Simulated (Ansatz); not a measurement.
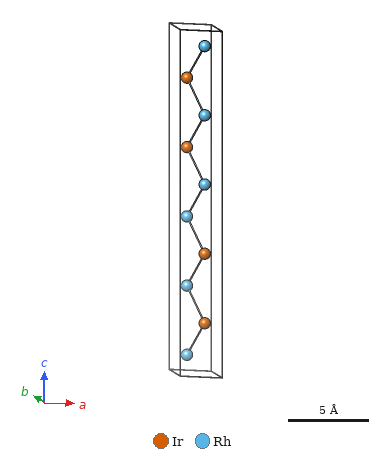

A ball-and-stick picture of a crystal structure, seen slightly off an axis. The lines enclose the simulation cell; boundary atoms appear with their images.

```yaml
crystal:
  lattice:
    - [2.73521, 0.00000, 0.00000]
    - [-1.36761, 2.36876, 0.00000]
    - [0.00000, 0.00000, 22.02769]
  atoms:
    - { symbol: Ir, position: [0.33333, 0.66667, 0.64973] }
    - { symbol: Ir, position: [0.33333, 0.66667, 0.85027] }
    - { symbol: Ir, position: [0.66667, 0.33333, 0.14973] }
    - { symbol: Ir, position: [0.66667, 0.33333, 0.35027] }
    - { symbol: Rh, position: [0.33333, 0.66667, 0.05038] }
    - { symbol: Rh, position: [0.33333, 0.66667, 0.25000] }
    - { symbol: Rh, position: [0.33333, 0.66667, 0.44962] }
    - { symbol: Rh, position: [0.66667, 0.33333, 0.55038] }
    - { symbol: Rh, position: [0.66667, 0.33333, 0.75000] }
    - { symbol: Rh, position: [0.66667, 0.33333, 0.94962] }
```

Computed with Ansatz 0.2.0, DFT LDA, scalar-relativistic, plane waves, PAW. Settings: plane waves to 420 eV, an 18×18×2 k-point mesh, Gaussian smearing of 0.1 eV, no spin polarisation. The pressure of the cell is -16 GPa.

How charged are the atoms, by the Bader scheme?

Answer. Ir -0.06 e; Rh +0.03 to +0.06 e. Little charge moves, as in a metallic or covalent solid.

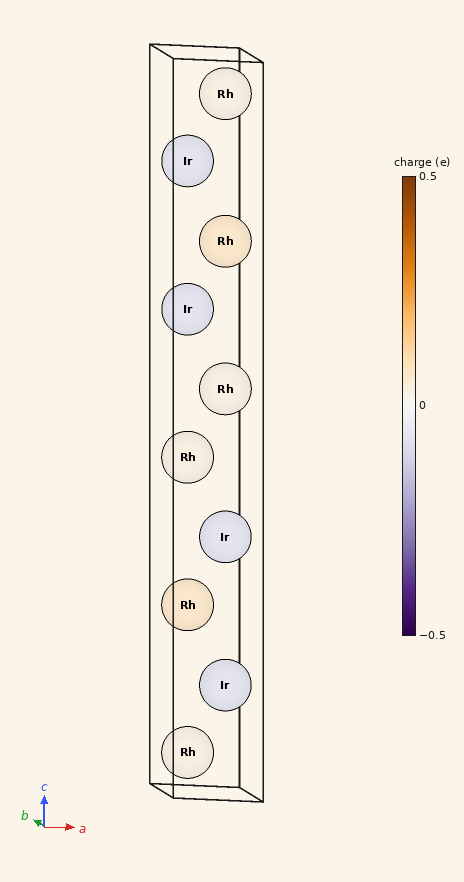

The atoms coloured by those charges.

The structure comes from a structure type filled with these elements by a generator (whether the compound takes this form wasn't checked). Earlier steps of the study may have refined or changed the cell and positions. Ansatz was used for an electronic-structure calculation on it.

At this level of theory the cell isn't at rest (stretched, at -16 GPa), so its distances can differ from those at equilibrium, the more so the softer the solid.
